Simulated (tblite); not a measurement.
# CH6NOSSi3: geometry relaxation

The run: geometry relaxation of CH6NOSSi3, multiplicity 2, SMILES N#C[SiH2]S[SiH]O[SiH3]. Method and program: GFN2-xTB geometry optimisation, gas phase (tblite 0.8.0).

It belongs to a series of runs on one base structure; here: H removed from Si.

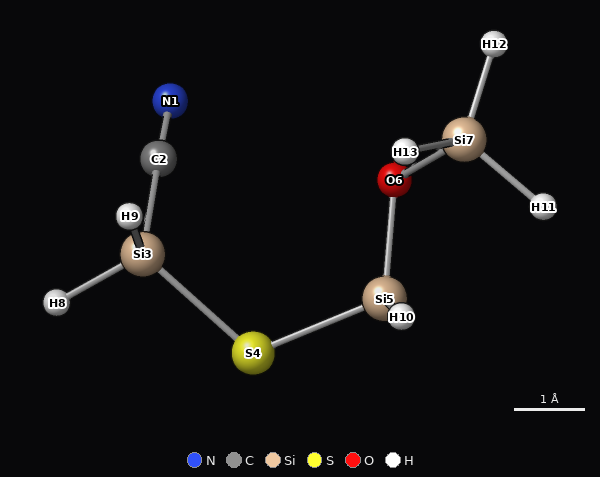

**Figure 1.** The structure as given in the input (ball-and-stick view, seen at a tilt; atoms are numbered from 1 in the order of the input).

**Key numbers**

| quantity | value |
| --- | --- |
| outcome | converged |
| total energy | −562.7000 eV |
| hardware | 1 CPU thread, shared host |
| wall time | 1.4 s |
| peak memory | 0.18 GiB |

**Input file**
```
{"job": {"kind": "relax", "xc": "GFN2-xTB", "basis": "xTB"}, "charge": 0, "multiplicity": 2}
N     -2.255600     1.599900    -2.300500
C     -2.361400     0.990600    -1.356200
Si    -2.495600    -0.028200     0.183300
S     -1.392600    -1.832400    -0.000800
Si     0.707900    -1.533300    -0.095800
O      1.133800    -0.013900    -0.799200
Si     2.588800     0.464100     0.030100
H     -3.919100    -0.399900     0.268600
H     -2.133700     0.762200     1.361700
H      1.316100    -1.603100     1.246200
H      3.435300    -0.753500     0.022800
H      3.226700     1.600700    -0.591800
H      2.145200     0.747300     1.430200
```

The first line tells a small driver script what to run in tblite; the rest is the geometry in Å.

Launched with:
```bash
OMP_NUM_THREADS=1 python <driver script> task.json out
```

**What the program printed**
```
step      E/eV     max force
  0    -561.67806    2.909
  1    -561.75402    5.324
  2    -561.94813    1.062
  3    -561.98638    0.565
  4    -562.04012    0.757
  5    -562.07524    0.628
  6    -562.11454    0.676
  7    -562.16837    0.620
  8    -562.20894    0.495
  9    -562.23847    0.485
 10    -562.26969    0.544
 11    -562.30452    0.638
 12    -562.34232    0.638
 13    -562.37882    0.430
 14    -562.40128    0.413
 15    -562.41187    0.316
 16    -562.42329    0.258
 17    -562.43600    0.245
 18    -562.44848    0.265
 19    -562.45959    0.361
 20    -562.47150    0.404
 21    -562.48279    0.271
 22    -562.48911    0.164
 23    -562.49320    0.145
 24    -562.49699    0.162
 25    -562.50016    0.164
 26    -562.50250    0.109
 27    -562.50444    0.149
 28    -562.50698    0.157
 29    -562.51385    0.144
 30    -562.51790    0.152
 31    -562.52071    0.169
 32    -562.52324    0.136
 33    -562.52663    0.175
 34    -562.53025    0.201
 35    -562.53466    0.198
 36    -562.53932    0.156
 37    -562.54271    0.121
 38    -562.54525    0.130
 39    -562.54744    0.118
 40    -562.54986    0.128
 41    -562.55298    0.124
 42    -562.55696    0.161
 43    -562.56087    0.143
 44    -562.56400    0.170
 45    -562.56623    0.143
 46    -562.56803    0.108
 47    -562.56988    0.113
 48    -562.57181    0.123
 49    -562.57479    0.161
 50    -562.57952    0.196
 51    -562.58598    0.181
 52    -562.59225    0.205
 53    -562.59735    0.187
 54    -562.60043    0.137
 55    -562.60264    0.101
 56    -562.60577    0.161
 57    -562.61000    0.186
 58    -562.61433    0.143
 59    -562.61762    0.147
 60    -562.62032    0.171
 61    -562.62305    0.204
 62    -562.62607    0.184
 63    -562.62943    0.279
 64    -562.63344    0.242
 65    -562.63829    0.217
 66    -562.64352    0.175
 67    -562.64567    0.134
 68    -562.64734    0.090
 69    -562.64873    0.093
 70    -562.65116    0.133
 71    -562.65412    0.207
 72    -562.65671    0.173
 73    -562.65807    0.103
 74    -562.65868    0.093
 75    -562.65906    0.051
 76    -562.65964    0.061
 77    -562.66042    0.086
 78    -562.66163    0.085
 79    -562.66285    0.076
 80    -562.66367    0.056
 81    -562.66411    0.045
 82    -562.66436    0.043
 83    -562.66464    0.040
 84    -562.66523    0.084
 85    -562.66638    0.135
 86    -562.66824    0.158
 87    -562.67031    0.137
 88    -562.67181    0.087
 89    -562.67261    0.067
 90    -562.67326    0.105
 91    -562.67429    0.127
 92    -562.67577    0.119
 93    -562.67665    0.094
 94    -562.67728    0.035
 95    -562.67749    0.024
 96    -562.67758    0.052
 97    -562.67769    0.040
 98    -562.67783    0.044
 99    -562.67800    0.036
100    -562.67817    0.064
101    -562.67835    0.108
102    -562.67859    0.150
103    -562.67903    0.170
104    -562.67964    0.156
105    -562.68017    0.088
106    -562.68059    0.053
107    -562.68099    0.134
108    -562.68153    0.136
109    -562.68248    0.177
110    -562.68407    0.130
111    -562.68495    0.354
112    -562.68537    0.142
113    -562.68583    0.282
114    -562.68661    0.101
115    -562.68719    0.040
116    -562.68760    0.271
117    -562.68828    0.186
118    -562.68929    0.098
119    -562.69033    0.067
120    -562.69085    0.040
121    -562.69106    0.052
122    -562.69128    0.047
123    -562.69153    0.045
124    -562.69207    0.052
125    -562.69242    0.062
126    -562.69285    0.045
127    -562.69310    0.037
128    -562.69324    0.018
129    -562.69331    0.025
130    -562.69337    0.022
131    -562.69348    0.028
132    -562.69360    0.028
133    -562.69372    0.024
134    -562.69381    0.020
135    -562.69386    0.013
136    -562.69390    0.012
137    -562.69396    0.017
138    -562.69406    0.026
139    -562.69423    0.038
140    -562.69451    0.058
141    -562.69488    0.076
142    -562.69529    0.082
143    -562.69573    0.093
144    -562.69620    0.137
145    -562.69680    0.099
146    -562.69735    0.148
147    -562.69772    0.047
148    -562.69790    0.060
149    -562.69804    0.029
150    -562.69820    0.040
151    -562.69832    0.050
152    -562.69853    0.073
153    -562.69877    0.066
154    -562.69908    0.044
155    -562.69929    0.024
156    -562.69942    0.026
157    -562.69953    0.056
158    -562.69963    0.030
159    -562.69974    0.026
160    -562.69978    0.016
161    -562.69982    0.023
162    -562.69985    0.011
163    -562.69989    0.017
164    -562.69993    0.035
165    -562.69996    0.036
166    -562.69999    0.029
167    -562.70001    0.016
168    -562.70002    0.006
```

**Trajectory as extended XYZ (Å, eV, eV/Å), 8 of the 169 frames kept, from step=0 to step=168**
```
13
Properties=species:S:1:pos:R:3:forces:R:3 step=0 energy=-561.67806
N    -2.2556    1.5999   -2.3005    0.1660   1.1910  -1.8280
C    -2.3614    0.9906   -1.3562    0.0180  -0.9870   1.5780
Si   -2.4956   -0.0282    0.1833   -0.7460   0.3450   0.4510
S    -1.3926   -1.8324   -0.0008   -0.1750  -0.4270   0.0310
Si    0.7079   -1.5333   -0.0958    0.4650   1.2570  -0.9280
O     1.1338   -0.0139   -0.7992    1.3900  -1.2610   2.2220
Si    2.5888    0.4641    0.0301   -1.1220  -0.2830  -0.3820
H    -3.9191   -0.3999    0.2686    0.3390  -0.1030  -0.0620
H    -2.1337    0.7622    1.3617    0.1730  -0.0340  -0.1500
H     1.3161   -1.6031    1.2462   -0.4260  -0.1750  -0.1570
H     3.4353   -0.7535    0.0228   -0.1060   0.4280  -0.0370
H     3.2267    1.6007   -0.5918   -0.2180   0.0350  -0.1960
H     2.1452    0.7473    1.4302    0.2440   0.0130  -0.5410
13
Properties=species:S:1:pos:R:3:forces:R:3 step=24 energy=-562.49699
N    -2.1473    1.6698   -2.3296   -0.0120   0.0090  -0.0320
C    -2.3267    1.0574   -1.3788    0.0530   0.0840  -0.0320
Si   -2.5452    0.0429    0.1662    0.0310   0.0340   0.0250
S    -1.5508   -1.8223   -0.1683   -0.0170  -0.0610   0.0380
Si    0.6148   -1.7694   -0.1375    0.0730   0.0140   0.0690
O     1.3007   -0.3010   -0.1780    0.0540   0.0030   0.0270
Si    2.6511    0.5793    0.1067   -0.0900   0.0940  -0.0970
H    -3.9433   -0.3142    0.3180   -0.0260  -0.0440  -0.0410
H    -2.0031    0.8043    1.2805    0.1030   0.0130   0.0310
H     0.9631   -2.3536    1.1536   -0.0090  -0.0390  -0.0450
H     3.8042   -0.3144    0.0587   -0.0240  -0.0620  -0.0440
H     2.6628    1.5921   -0.9430   -0.0600  -0.0720   0.0400
H     2.5152    1.1298    1.4500   -0.0770   0.0280   0.0610
13
Properties=species:S:1:pos:R:3:forces:R:3 step=48 energy=-562.57181
N    -2.0647    1.7823   -2.3384    0.0950  -0.0710   0.0340
C    -2.0933    1.1132   -1.4088   -0.0230   0.0570  -0.0710
Si   -2.2902    0.0831    0.1345   -0.0210  -0.0090   0.0090
S    -1.5460   -1.9122   -0.0754    0.0280   0.0260   0.0090
Si    0.6194   -1.9297   -0.1003    0.0090  -0.0380   0.0840
O     1.1735   -0.4173    0.0772    0.0180  -0.0050  -0.0220
Si    2.4198    0.6357    0.1246   -0.0950   0.0020  -0.0570
H    -3.7142   -0.1634    0.2645   -0.0780   0.0040   0.0380
H    -1.6807    0.8326    1.2229    0.0890  -0.0330   0.0120
H     1.0293   -2.6758    1.0880   -0.0320   0.0320  -0.0830
H     3.6398   -0.1532   -0.0204    0.0210   0.0150   0.0180
H     2.1807    1.5280   -1.0019    0.0060   0.0300   0.0220
H     2.3222    1.2773    1.4321   -0.0170  -0.0080   0.0070
13
Properties=species:S:1:pos:R:3:forces:R:3 step=72 energy=-562.65671
N    -1.4472    1.5019   -2.3785   -0.0180  -0.0530   0.0860
C    -1.6846    0.9866   -1.3828    0.0360   0.0350  -0.0500
Si   -2.0365    0.1245    0.2367   -0.1310   0.1130   0.0030
S    -1.6592   -1.9626    0.0110    0.0030  -0.0280  -0.0010
Si    0.4977   -2.0623   -0.2106   -0.0010  -0.0320  -0.0160
O     1.0903   -0.5639   -0.0742    0.0090  -0.0330  -0.0030
Si    2.0555    0.7385    0.0884    0.0210  -0.0280  -0.0150
H    -3.4649    0.2001    0.5123    0.0820   0.0000  -0.0260
H    -1.1609    0.7228    1.2360   -0.0340   0.0110   0.0060
H     0.9313   -2.8420    0.9409    0.0690   0.0180  -0.0040
H     3.4233    0.2461   -0.0414    0.0120   0.0010   0.0080
H     1.6598    1.6555   -0.9703   -0.0330   0.0020  -0.0040
H     1.7910    1.2552    1.4309   -0.0140  -0.0060   0.0170
13
Properties=species:S:1:pos:R:3:forces:R:3 step=96 energy=-562.67758
N    -1.2631    1.4261   -2.3484    0.0140   0.0100  -0.0380
C    -1.5635    0.9673   -1.3435   -0.0100  -0.0370   0.0350
Si   -2.0499    0.2020    0.2880    0.0000  -0.0100   0.0080
S    -1.6122   -1.8903    0.2903   -0.0040   0.0060  -0.0010
Si    0.4805   -2.1175   -0.2579   -0.0020   0.0180  -0.0110
O     1.2049   -0.6778   -0.2725    0.0000   0.0070   0.0110
Si    1.9912    0.7115    0.0533   -0.0040  -0.0060   0.0180
H    -3.4969    0.2563    0.4040    0.0000   0.0030   0.0000
H    -1.2949    0.8939    1.3258   -0.0020   0.0180  -0.0040
H     1.0532   -2.9078    0.8232    0.0090  -0.0030  -0.0150
H     3.4115    0.3944   -0.0525   -0.0070  -0.0120  -0.0050
H     1.5085    1.6645   -0.9357   -0.0040  -0.0020   0.0070
H     1.6262    1.0778    1.4244    0.0090   0.0090  -0.0050
13
Properties=species:S:1:pos:R:3:forces:R:3 step=120 energy=-562.69085
N    -1.1118    1.1385   -2.3718   -0.0290  -0.0250   0.0100
C    -1.5068    0.8068   -1.3491    0.0020   0.0050   0.0220
Si   -2.1169    0.2684    0.3324   -0.0230   0.0050  -0.0210
S    -1.5127   -1.7466    0.7037    0.0130  -0.0150  -0.0020
Si    0.3632   -2.0053   -0.3702   -0.0030   0.0090  -0.0180
O     1.2618   -0.6777   -0.2197    0.0060  -0.0120  -0.0130
Si    2.0309    0.7181    0.1102   -0.0210   0.0110  -0.0120
H    -3.5702    0.2386    0.3157   -0.0030   0.0120  -0.0180
H    -1.5282    1.1770    1.3085    0.0330   0.0190   0.0010
H     1.0371   -3.0707    0.3522    0.0120  -0.0270   0.0150
H     3.4442    0.4266   -0.1025   -0.0050  -0.0090   0.0150
H     1.4785    1.6961   -0.8193    0.0110   0.0190   0.0280
H     1.7266    1.0305    1.5084    0.0090   0.0070  -0.0070
13
Properties=species:S:1:pos:R:3:forces:R:3 step=144 energy=-562.69620
N    -1.2139    1.0460   -2.4532   -0.0350  -0.0460   0.1020
C    -1.5446    0.7557   -1.3949    0.0280   0.0600  -0.1200
Si   -2.0706    0.2808    0.3310   -0.0040  -0.0180   0.0040
S    -1.5107   -1.7533    0.6828   -0.0090   0.0080  -0.0060
Si    0.3626   -1.9991   -0.3993    0.0520   0.0160   0.0340
O     1.2283   -0.6443   -0.2736   -0.0050  -0.0420  -0.0010
Si    2.0027    0.7232    0.1534   -0.0080  -0.0250  -0.0560
H    -3.5236    0.3159    0.3897    0.0270  -0.0050   0.0140
H    -1.3683    1.1727    1.2475   -0.0160   0.0110  -0.0050
H     1.0583   -3.0480    0.3349   -0.0210   0.0290  -0.0250
H     3.4191    0.4309   -0.0373   -0.0060  -0.0060   0.0110
H     1.4814    1.7511   -0.7412   -0.0030   0.0020   0.0380
H     1.6750    0.9688    1.5585   -0.0010   0.0160   0.0110
13
Properties=species:S:1:pos:R:3:forces:R:3 step=168 energy=-562.70002
N    -1.3524    0.9274   -2.5545   -0.0010  -0.0020   0.0030
C    -1.6233    0.7093   -1.4632    0.0030   0.0020  -0.0050
Si   -2.0417    0.3244    0.3146   -0.0050  -0.0020  -0.0020
S    -1.4561   -1.6914    0.7229    0.0010   0.0000   0.0000
Si    0.3671   -1.9761   -0.4316   -0.0010  -0.0030   0.0020
O     1.3044   -0.6736   -0.2804   -0.0030   0.0010  -0.0020
Si    2.0068    0.7082    0.2160    0.0030   0.0030  -0.0030
H    -3.4864    0.3542    0.4725    0.0040   0.0010  -0.0010
H    -1.2969    1.2714    1.1372    0.0000   0.0000   0.0020
H     1.0389   -3.0809    0.2344   -0.0010   0.0000   0.0010
H     3.4323    0.4804    0.0152    0.0010   0.0020  -0.0040
H     1.4347    1.7637   -0.6145   -0.0010  -0.0030   0.0050
H     1.6683    0.8835    1.6299    0.0010   0.0000   0.0040
```

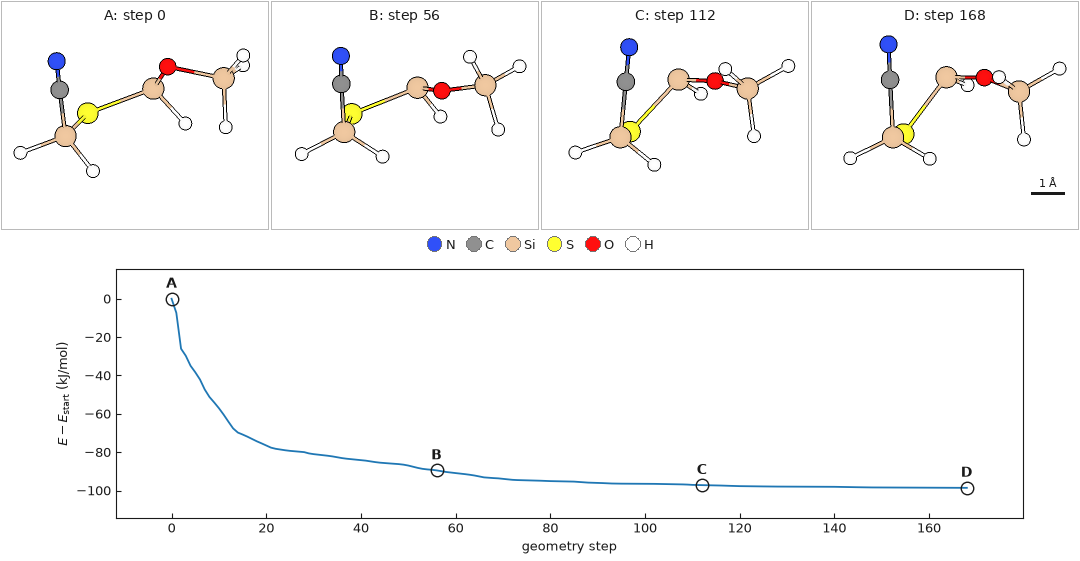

**Figure 2.** Frames of the relaxation (ball-and-stick view, seen at a tilt) above the curves, on which the letters mark them (steps are counted from 0).

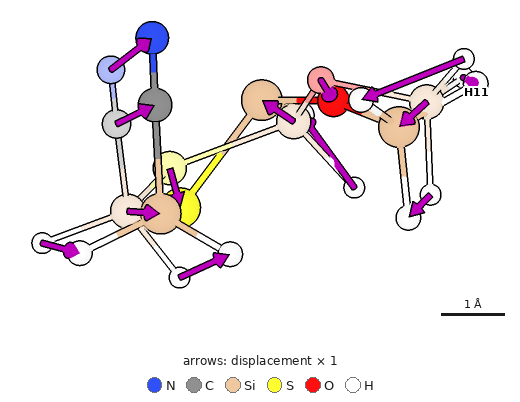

**Figure 3.** Start (faint) and end (solid) with the displacements as pink arrows, at true length (ball-and-stick view, seen at a tilt). The two geometries are laid on each other by the best rigid fit. H10 moves most after the best rigid fit: 1.91 Å. By element the largest moves are H 1.91 Å, N 1.05 Å, O 0.81 Å, C 0.75 Å, Si 0.69 Å, S 0.66 Å. Among the contacts that change: Si5–O6 1.728 → 1.612 Å, O6–Si7 1.742 → 1.628 Å, S4–Si5 2.124 → 2.177 Å, Si7–H13 1.496 → 1.464 Å. Among the angles that change: Si5–O6–Si7 104.7° → 164.9°, Si3–S4–Si5 113.5° → 104.6°, S4–Si5–H10 111.1° → 104.1°. The energy falls by 98.6 kJ/mol in 168 geometry steps. Largest force component: 2.2 eV/Å at the start, 0.005 eV/Å at the end. (Atoms are counted from 1 in the order of the input.)
